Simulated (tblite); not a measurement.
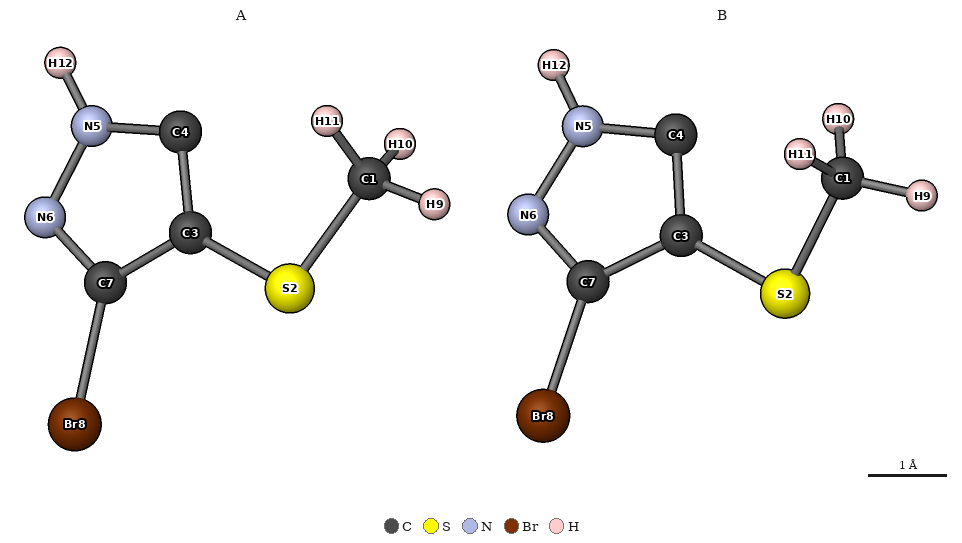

Two geometries of C$_{4}$H$_{4}$BrN$_{2}$S (multiplicity 2), drawn at one scale. One is the start of a relaxation, the other its converged end. The picture is a ball-and-stick view, seen at a tilt.

Theory: tblite 0.8.0, GFN2-xTB geometry optimisation, gas phase. 

### Which of the two is the end point?

Structure B is the relaxed one. The largest move after the best rigid fit is that of H10, 0.67 Å. By element the largest moves are H 0.67 Å, Br 0.35 Å, S 0.33 Å, C 0.30 Å, N 0.14 Å. Near-neighbour distances that change, for instance: C3–C4 1.363 → 1.402 Å, C4–N5 1.368 → 1.332 Å, S2–C3 1.762 → 1.730 Å, C7–Br8 1.888 → 1.869 Å. Bond angles that change, for instance: C1–S2–C3 102.1° → 97.5°, S2–C1–H10 111.3° → 107.2°, H9–C1–H10 107.8° → 111.5°. Groups turn about S2–C3 by about 25°. The energy falls by 13.3 kJ/mol in 85 geometry steps. Cost: 0.57 s on 1 thread of Arm Neoverse V2, with other jobs on the host.
